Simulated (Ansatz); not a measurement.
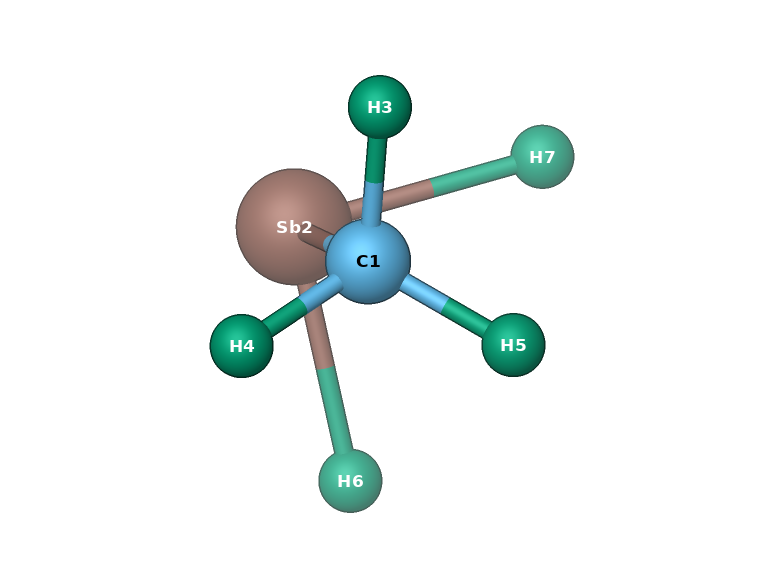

Sb2 lies behind C1. The molecule seen a little off the C1–Sb2 bond, C1 in front. Distant atoms are faded towards the background colour. The geometry was computed by an optimisation with PBE-D4/def2-SVP. No frequency run is at hand to confirm it as a minimum.

> What is the torsion angle H3–C1–Sb2–H6? The sign is positive where the front bond must turn clockwise to cover the back bond.

167°, antiperiplanar (anti).
